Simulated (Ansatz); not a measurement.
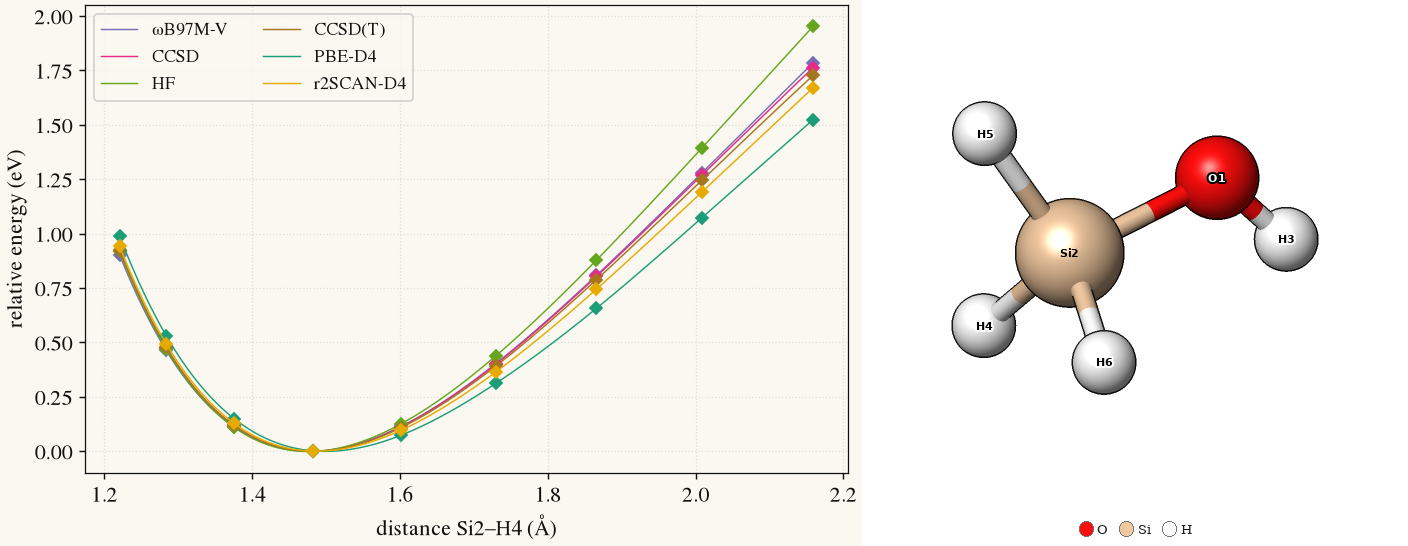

Rigid scan of the stretch Si2–H4 in SiH₄O, SMILES O[SiH3]. The Ansatz code, def2-TZVPP, cores frozen in correlated methods. A stretch is scanned from the minimum (PBE0-D4/def2-TZVP); energies less that of the minimum at the same level. Splines pass through the computed points, which are marked.

Q: Order the curves at 2.16 Å, where they differ most.

A: PBE-D4 1.523, r2SCAN-D4 1.670, CCSD(T) 1.727, CCSD 1.763, ωB97M-V 1.785, HF 1.953 eV, from lowest to highest.

Q: How far can the coupled-cluster curve be trusted along the scan?

A: The calculation's T1 diagnostic reaches at most 0.014 (at 2.16 Å), under the customary mark of 0.02, so it gives no sign of multireference character.
